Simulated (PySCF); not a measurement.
# SiCl2: NMR shifts and electronic excitations in gas and solvents

Aim: compute the NMR shifts and electronic excitations of SiCl2 (`Cl[Si]Cl`), and see what a dielectric continuum does where one was used.

Computed with PySCF 2.14.0, with density-fitted response routines of our own, on a single molecule, in the gas phase or a continuum. Atoms count from 0, in the outputs and in this text.

### 1 Starting geometry

3 atoms, charge 0, multiplicity 1; geometry from: GFN2-xTB.

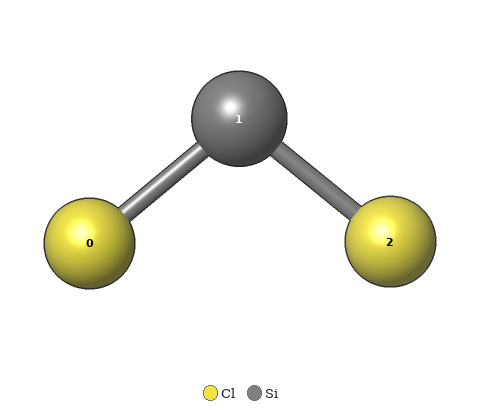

The starting geometry (chlorine yellow, silicon grey), atoms numbered; sticks join atoms by distance.

### 2 Relaxing the molecule at PBE0-D3(BJ)/def2-SVP

The job: settings as JSON, then the geometry in Å.

```
{"job": {"xc": "PBE0", "basis": "def2-SVP", "d3": "d3bj", "grid": 1, "kind": "geom"}, "charge": 0, "multiplicity": 1}
Cl    -1.578463    -0.443547    -0.002447
Si    -0.000465     0.868821    -0.011747
Cl     1.590409    -0.427811     0.001641
```

The program printed:

```text
step   0  E = -1209.15224438  max force = 0.017267
step   1  E = -1209.15302939  max force = 0.008168
step   2  E = -1209.15320475  max force = 0.003368
step   3  E = -1209.15324034  max force = 0.000120
step   4  E = -1209.15324039  max force = 0.000019
optimisation converged
```

It took 8.4 s on 1 thread, shared host.

The steps of the relaxation:

```csv
step,energy from step 0 (eV),largest force component (eV/Å)
0,0.0000,0.8879
1,-0.0214,0.4200
2,-0.0261,0.1732
3,-0.0271,0.0062
4,-0.0271,0.0010
```

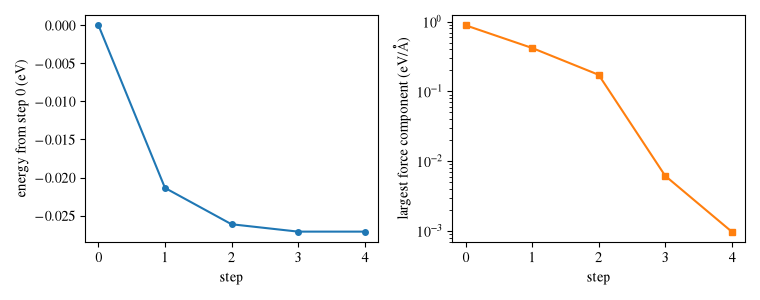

Energy and force, step by step.

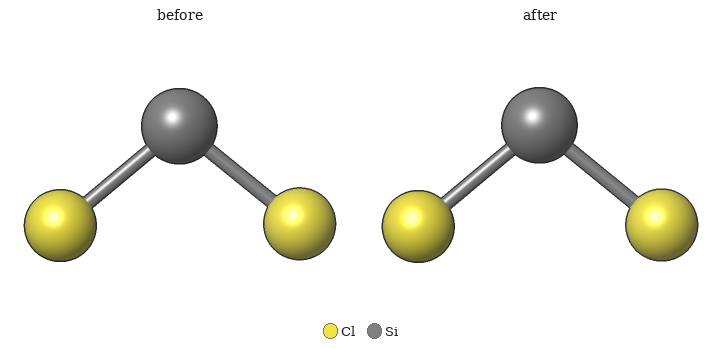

The geometry before (left) and after (right).

Distances of close pairs at the start and the end, largest changes first:

| bond | before (Å) | after (Å) | change (Å) |
| --- | --- | --- | --- |
| Si1–Cl2 | 2.052 | 2.090 | +0.038 |
| Cl0–Si1 | 2.052 | 2.090 | +0.038 |

The next job starts from the end point, and lists it.

| at the end point | value |
| --- | --- |
| point group (found at 0.08 Å tolerance) | C2v |
| rotational constants (GHz, main isotopes) | 14.286, 2.780, 2.327 |
| dipole moment (D) | 0.96 |

### 3 Shielding tensors: PBE0/pcSseg-1 in chloroform

The job: settings as JSON, then the geometry in Å.

```
{"job": {"kind": "nmr", "xc": "PBE0", "basis": "pcSseg-1", "solvent": "chloroform", "pop": true}, "charge": 0, "multiplicity": 1}
Cl    -1.573513    -0.605887    -0.124510
Si     0.033393     0.730756    -0.131238
Cl     1.650721    -0.593553    -0.119931
```

With the program's defaults for keys left out, this is: GIAO PBE0/pcSseg-1 NMR shielding, non-relativistic, IEF-PCM chloroform.

The program printed:

```text
coarse grid: 4872 points
cycle   1  E = -1209.4291528510  dE =  1.522e-01  |g| = 3.444e-01  |ddm| = 1.735e+00
cycle   2  E = -1209.4074932068  dE =  2.166e-02  |g| = 4.640e-01  |ddm| = 9.657e-01
cycle   3  E = -1209.4683770953  dE = -6.088e-02  |g| = 1.304e-02  |ddm| = 5.101e-01
cycle   4  E = -1209.4684066528  dE = -2.956e-05  |g| = 2.402e-03  |ddm| = 1.451e-02
cycle   5  E = -1209.4684082006  dE = -1.548e-06  |g| = 1.223e-03  |ddm| = 5.217e-03
final grid: 35424 points
cycle   6  E = -1209.4832818127  dE = -1.456e-05  |g| = 3.370e-03  |ddm| = 6.811e-03
cycle   7  E = -1209.4832818657  dE = -5.299e-08  |g| = 2.107e-03  |ddm| = 3.356e-03
cycle   8  E = -1209.4832825888  dE = -7.231e-07  |g| = 6.000e-04  |ddm| = 2.453e-03
cycle   9  E = -1209.4832826921  dE = -1.034e-07  |g| = 2.345e-05  |ddm| = 7.082e-04
cycle  10  E = -1209.4832826922  dE = -4.229e-11  |g| = 4.604e-06  |ddm| = 2.034e-05
converged SCF energy = -1209.4832826922

GIAO shielding tensors (ppm)
atom      isotropic    diamagn.    paramagn.     s11        s22        s33       span
  0 Cl     427.393    1148.307    -720.913   -189.808    688.856    783.131    972.939
  1 Si      70.170     872.700    -802.530   -316.965    231.612    295.863    612.827
  2 Cl     427.391    1148.290    -720.899   -189.855    688.800    783.228    973.084
```

Wall time 7.2 s (1 thread, shared host).

Shifts follow as δ = σ(reference) − σ, with reference shieldings (ppm) from runs at the same level and on the same kind of geometry: 29Si TMS 351.9. The references are single molecules in the same continuum. Atoms listed in one row are averaged.

| atoms | environment | σ (ppm) | δ (ppm) |
| --- | --- | --- | --- |
| Cl0, Cl2 | chlorine bonded to Si | 427 | – |
| Si1 | silicon bonded to 2 Cl | 70.2 | 281.7 |

Charges from the same density, by scheme (e):

```csv
atoms,Mulliken,IAO,Hirshfeld,ESP fit
"Cl0, Cl2",-0.33,-0.28,-0.16,-0.14
Si1,0.66,0.57,0.31,0.27
```

IAO charges:

| atom | value (e) |
| --- | --- |
| Cl0 | -0.28 |
| Si1 | 0.57 |
| Cl2 | -0.28 |

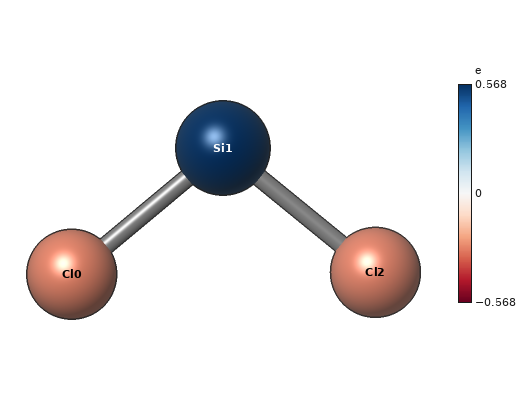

IAO charges, as colours on the atoms.

Mayer bond orders: Cl0–Si1 0.98, Si1–Cl2 0.98.

### 4 Nuclear shieldings: PBE0/pcSseg-1 in cyclohexane

The job: settings as JSON, then the geometry in Å.

```
{"job": {"kind": "nmr", "xc": "PBE0", "basis": "pcSseg-1", "solvent": "cyclohexane", "pop": false}, "charge": 0, "multiplicity": 1}
Cl    -1.573513    -0.605887    -0.124510
Si     0.033393     0.730756    -0.131238
Cl     1.650721    -0.593553    -0.119931
```

With the program's defaults for keys left out, this is: GIAO PBE0/pcSseg-1 NMR shielding, non-relativistic, IEF-PCM cyclohexane.

The program printed:

```text
coarse grid: 4872 points
cycle   1  E = -1209.4258805423  dE =  1.554e-01  |g| = 3.523e-01  |ddm| = 1.735e+00
cycle   2  E = -1209.3948682415  dE =  3.101e-02  |g| = 5.015e-01  |ddm| = 1.000e+00
cycle   3  E = -1209.4674095517  dE = -7.254e-02  |g| = 1.329e-02  |ddm| = 5.466e-01
cycle   4  E = -1209.4674410681  dE = -3.152e-05  |g| = 3.068e-03  |ddm| = 1.589e-02
cycle   5  E = -1209.4674435759  dE = -2.508e-06  |g| = 1.373e-03  |ddm| = 5.689e-03
final grid: 35424 points
cycle   6  E = -1209.4823133504  dE = -1.444e-05  |g| = 3.358e-03  |ddm| = 6.799e-03
cycle   7  E = -1209.4823132899  dE =  6.051e-08  |g| = 2.222e-03  |ddm| = 3.503e-03
cycle   8  E = -1209.4823141521  dE = -8.622e-07  |g| = 6.600e-04  |ddm| = 2.662e-03
cycle   9  E = -1209.4823142802  dE = -1.281e-07  |g| = 2.346e-05  |ddm| = 7.776e-04
cycle  10  E = -1209.4823142803  dE = -4.161e-11  |g| = 4.574e-06  |ddm| = 1.867e-05
converged SCF energy = -1209.4823142803

GIAO shielding tensors (ppm)
atom      isotropic    diamagn.    paramagn.     s11        s22        s33       span
  0 Cl     412.738    1148.256    -735.518   -217.299    685.668    769.846    987.145
  1 Si      64.247     872.829    -808.582   -327.011    230.322    289.430    616.441
  2 Cl     412.720    1148.239    -735.519   -217.378    685.602    769.938    987.316
```

Wall time 4.2 s (1 thread, shared host).

In short: σ Cl0 413, Si1 64.2 ppm (means over like atoms).

### 5 TDDFT and polarisability: CAM-B3LYP/def2-SVPD

The job: settings as JSON, then the geometry in Å.

```
{"job": {"kind": "uv", "xc": "CAM-B3LYP", "basis": "def2-SVPD", "dynamic": true, "nstates": 6, "ntriplets": 0}, "charge": 0, "multiplicity": 1}
Cl    -1.573513    -0.605887    -0.124510
Si     0.033393     0.730756    -0.131238
Cl     1.650721    -0.593553    -0.119931
```

Method: TDDFT CAM-B3LYP/def2-SVPD, vertical, gas phase, core orbitals frozen in the response.

The program printed:

```text
coarse grid: 4872 points
cycle   1  E = -1209.4421441475  dE =  1.019e-01  |g| = 3.662e-01  |ddm| = 1.702e+00
cycle   2  E = -1209.4416710027  dE =  4.731e-04  |g| = 4.040e-01  |ddm| = 1.010e+00
cycle   3  E = -1209.4912469886  dE = -4.958e-02  |g| = 1.004e-02  |ddm| = 4.867e-01
cycle   4  E = -1209.4913321194  dE = -8.513e-05  |g| = 3.407e-03  |ddm| = 4.096e-02
cycle   5  E = -1209.4913403389  dE = -8.220e-06  |g| = 1.265e-03  |ddm| = 1.015e-02
final grid: 35424 points
cycle   6  E = -1209.6207590505  dE = -3.249e-06  |g| = 1.603e-03  |ddm| = 1.093e-02
cycle   7  E = -1209.6207592775  dE = -2.270e-07  |g| = 1.321e-03  |ddm| = 3.273e-03
cycle   8  E = -1209.6207597329  dE = -4.554e-07  |g| = 1.324e-04  |ddm| = 1.667e-03
cycle   9  E = -1209.6207597396  dE = -6.698e-09  |g| = 3.467e-05  |ddm| = 2.166e-04
cycle  10  E = -1209.6207597405  dE = -9.065e-10  |g| = 6.184e-06  |ddm| = 1.252e-04
converged SCF energy = -1209.6207597405

Static polarisability (au): isotropic 57.250, principal 44.819 56.507 70.423

Singlet excitations
state   eV       nm        f      main configurations
  1   3.8932    318.5   0.02965   H->L 0.99
  2   5.0437    245.8   0.00000   H-1->L 0.99
  3   5.8893    210.5   0.01771   H-2->L 0.89, H->L+1 0.08
  4   6.4560    192.0   0.00864   H-4->L 0.98
  5   6.6272    187.1   0.03323   H-3->L 0.49, H->L+2 0.47
  6   6.9900    177.4   0.31032   H->L+1 0.84
```

Run time: 4.8 s. Hardware: 1 thread, shared host.

Frontier orbitals and where they lie:

| orbital | eV | atoms |
| --- | --- | --- |
| HOMO−3 | -11.94 | Cl0 43 %, Cl2 42 %, Si1 15 % |
| HOMO−2 | -11.08 | Cl2 46 %, Cl0 46 %, Si1 7 % |
| HOMO−1 | -10.63 | Cl2 49 %, Cl0 49 % |
| HOMO | -9.19 | Si1 55 %, Cl2 23 %, Cl0 23 % |
| LUMO | -1.91 | Si1 68 %, Cl0 16 %, Cl2 16 % |
| LUMO+1 | 0.71 | Si1 52 %, Cl2 24 %, Cl0 24 % |
| LUMO+2 | 0.89 | Si1 47 %, Cl0 27 %, Cl2 27 % |

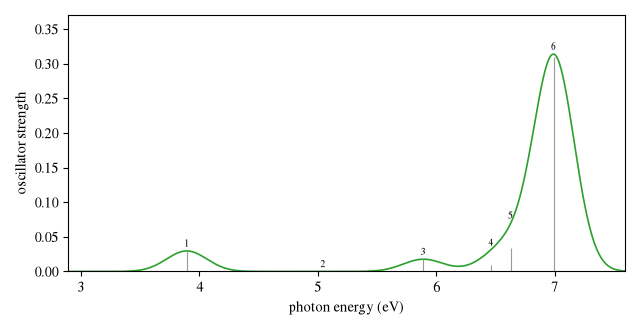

Absorption spectrum from the 6 singlet states computed; above the last one it falls off for lack of states. Lines are broadened to a width of 0.40 eV (Gaussian).

Further results of this job:

```
           property  computed
  dipole moment (D)      1.15
polarisability (Å³)      8.48
 HOMO–LUMO gap (eV)      7.28
      −ε(HOMO) (eV)      9.19
C6 with itself (au)      1073
```

### 6 Ultraviolet spectrum: CAM-B3LYP/def2-SVPD in chloroform

The job: settings as JSON, then the geometry in Å.

```
{"job": {"kind": "uv", "xc": "CAM-B3LYP", "basis": "def2-SVPD", "solvent": "chloroform", "nstates": 6, "ntriplets": 0}, "charge": 0, "multiplicity": 1}
Cl    -1.573513    -0.605887    -0.124510
Si     0.033393     0.730756    -0.131238
Cl     1.650721    -0.593553    -0.119931
```

With the program's defaults for keys left out, this is: TDDFT CAM-B3LYP/def2-SVPD, vertical, IEF-PCM chloroform (non-equilibrium linear response), core orbitals frozen in the response.

The program printed:

```text
coarse grid: 4872 points
cycle   1  E = -1209.4503180547  dE =  9.387e-02  |g| = 3.434e-01  |ddm| = 1.702e+00
cycle   2  E = -1209.4612115304  dE = -1.089e-02  |g| = 3.293e-01  |ddm| = 9.627e-01
cycle   3  E = -1209.4930787692  dE = -3.187e-02  |g| = 1.000e-02  |ddm| = 4.382e-01
cycle   4  E = -1209.4931617626  dE = -8.299e-05  |g| = 3.529e-03  |ddm| = 4.399e-02
cycle   5  E = -1209.4931711964  dE = -9.434e-06  |g| = 1.141e-03  |ddm| = 1.187e-02
final grid: 35424 points
cycle   6  E = -1209.6225936034  dE = -3.173e-06  |g| = 1.576e-03  |ddm| = 1.093e-02
cycle   7  E = -1209.6225938602  dE = -2.568e-07  |g| = 1.307e-03  |ddm| = 3.359e-03
cycle   8  E = -1209.6225943070  dE = -4.468e-07  |g| = 7.652e-05  |ddm| = 1.685e-03
cycle   9  E = -1209.6225943114  dE = -4.417e-09  |g| = 3.220e-05  |ddm| = 2.932e-04
cycle  10  E = -1209.6225943122  dE = -7.735e-10  |g| = 7.530e-06  |ddm| = 1.474e-04
converged SCF energy = -1209.6225943122

Static polarisability (au): isotropic 70.917, principal 55.140 70.169 87.443

Singlet excitations
state   eV       nm        f      main configurations
  1   3.8871    319.0   0.03676   H->L 0.99
  2   5.1952    238.7   0.00000   H-1->L 0.99
  3   5.9795    207.3   0.02361   H-2->L 0.90
  4   6.5790    188.5   0.01000   H-4->L 0.99
  5   6.6082    187.6   0.11318   H->L+2 0.69, H-3->L 0.25
  6   6.8637    180.6   0.43779   H->L+1 0.86
```

Wall time 4.1 s (1 thread, shared host).

In short: HOMO -9.08 eV, LUMO -1.73 eV; lowest singlet 3.89 eV.

### 7 Ultraviolet spectrum: CAM-B3LYP/def2-SVPD in cyclohexane

The job: settings as JSON, then the geometry in Å.

```
{"job": {"kind": "uv", "xc": "CAM-B3LYP", "basis": "def2-SVPD", "solvent": "cyclohexane", "nstates": 6, "ntriplets": 0}, "charge": 0, "multiplicity": 1}
Cl    -1.573513    -0.605887    -0.124510
Si     0.033393     0.730756    -0.131238
Cl     1.650721    -0.593553    -0.119931
```

Method: TDDFT CAM-B3LYP/def2-SVPD, vertical, IEF-PCM cyclohexane (non-equilibrium linear response), core orbitals frozen in the response.

The program printed:

```text
coarse grid: 4872 points
cycle   1  E = -1209.4468824807  dE =  9.727e-02  |g| = 3.526e-01  |ddm| = 1.702e+00
cycle   2  E = -1209.4540453759  dE = -7.163e-03  |g| = 3.577e-01  |ddm| = 9.799e-01
cycle   3  E = -1209.4922441781  dE = -3.820e-02  |g| = 9.843e-03  |ddm| = 4.571e-01
cycle   4  E = -1209.4923267569  dE = -8.258e-05  |g| = 3.302e-03  |ddm| = 4.224e-02
cycle   5  E = -1209.4923352555  dE = -8.499e-06  |g| = 1.088e-03  |ddm| = 1.124e-02
final grid: 35424 points
cycle   6  E = -1209.6217557645  dE = -3.044e-06  |g| = 1.575e-03  |ddm| = 1.078e-02
cycle   7  E = -1209.6217559773  dE = -2.128e-07  |g| = 1.333e-03  |ddm| = 3.322e-03
cycle   8  E = -1209.6217564465  dE = -4.692e-07  |g| = 8.540e-05  |ddm| = 1.688e-03
cycle   9  E = -1209.6217564503  dE = -3.797e-09  |g| = 3.241e-05  |ddm| = 2.195e-04
cycle  10  E = -1209.6217564510  dE = -7.253e-10  |g| = 6.855e-06  |ddm| = 1.257e-04
converged SCF energy = -1209.6217564510

Static polarisability (au): isotropic 64.335, principal 49.921 63.535 79.547

Singlet excitations
state   eV       nm        f      main configurations
  1   3.8603    321.2   0.03636   H->L 0.99
  2   5.1249    241.9   0.00000   H-1->L 0.99
  3   5.9268    209.2   0.02541   H-2->L 0.90
  4   6.5165    190.3   0.01024   H-4->L 0.99
  5   6.5990    187.9   0.09064   H->L+2 0.64, H-3->L 0.31
  6   6.8598    180.7   0.42718   H->L+1 0.87
```

Run time: 4.9 s. Hardware: 1 thread, shared host.

This run: HOMO -9.12 eV, LUMO -1.80 eV; lowest singlet 3.86 eV.

### 8 Run by run: NMR shifts

Isotropic shieldings (ppm), means over like atoms, with basis size and wall time:

```csv
run,Cl0,Si1,functions,time
PBE0/pcSseg-1 in chloroform,427,70.2,72,7.2 s
PBE0/pcSseg-1 in cyclohexane,413,64.2,72,4.2 s
```

The continuum's effect on the ground state:

```csv
solvent,ε,polarisation energy (Eh),μ (D)
cyclohexane,2.02,-0.0012,1.43
chloroform,4.71,-0.0023,1.57
```

### 9 Side by side: electronic excitations

Excitations and ground-state properties, with basis size and wall time:

```csv
run,lowest singlet (eV),brightest (eV),f,gap (eV),α (Å³),μ (D),functions,time
CAM-B3LYP/def2-SVPD,3.89,6.99,0.310,7.28,8.48,1.15,78,4.8 s
CAM-B3LYP/def2-SVPD in chloroform,3.89,6.86,0.438,7.34,10.51,1.46,78,4.1 s
CAM-B3LYP/def2-SVPD in cyclohexane,3.86,6.86,0.427,7.31,9.53,1.32,78,4.9 s
```

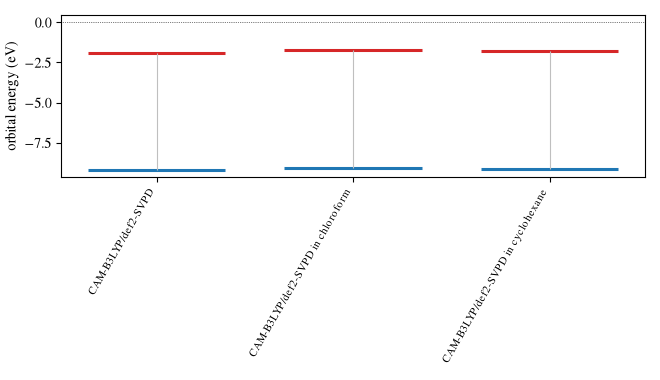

HOMO (blue) and LUMO (red) run by run.

The continuum's effect on the ground state:

```
    solvent     ε  polarisation energy (Eh)  μ (D)
cyclohexane  2.02                   -0.0011   1.32
 chloroform  4.71                   -0.0020   1.46
```

### 10 Results

| quantity | value |
| --- | --- |
| point group | C2v |
| rotational constants (main isotopes) | 14.29, 2.78, 2.33 GHz |
| 29Si shifts against TMS (PBE0/pcSseg-1, chloroform) | 281.7 ppm |
| shieldings of Cl (PBE0/pcSseg-1, chloroform, a mean where the table joins atoms) | Cl0 427.4 ppm |
| lowest singlet (CAM-B3LYP/def2-SVPD) | 3.89 eV (318 nm), f = 0.030 |
| brightest single state of those computed | state 6, 6.99 eV, f = 0.310 |
| range of the shielding of Cl0 | 413 to 427 ppm |
| range of the lowest singlet | 3.86 to 3.89 eV |

Over 4 steps the energy fell by 0.027 eV; of the close pairs, Si1–Cl2 changed most, 2.052 to 2.090 Å. At PBE0/pcSseg-1: Shielding is most anisotropic at Cl0, Cl2 (span 973 ppm, paramagnetic term -721 ppm). The first singlet state (HOMO→LUMO 0.99) lies at 3.89 eV and is weak; of the 6 states computed, the strongest absorption comes from state 6 at 6.99 eV (the last computed, so partners may be missing). In ppm, Cl0 (with its like atoms) moves most: its shielding spreads over 15 ppm, from 413 (PBE0/pcSseg-1 in cyclohexane) to 427 (PBE0/pcSseg-1 in chloroform). The continuum holds electrostatics alone: no hydrogen bonds to the solvent, and the gas-phase geometry is kept. The lowest singlet runs from 3.86 eV (CAM-B3LYP/def2-SVPD in cyclohexane) to 3.89 eV (CAM-B3LYP/def2-SVPD), while the orbital gap spans 7.28 to 7.34 eV. The lowest state need not be the same one in every run.
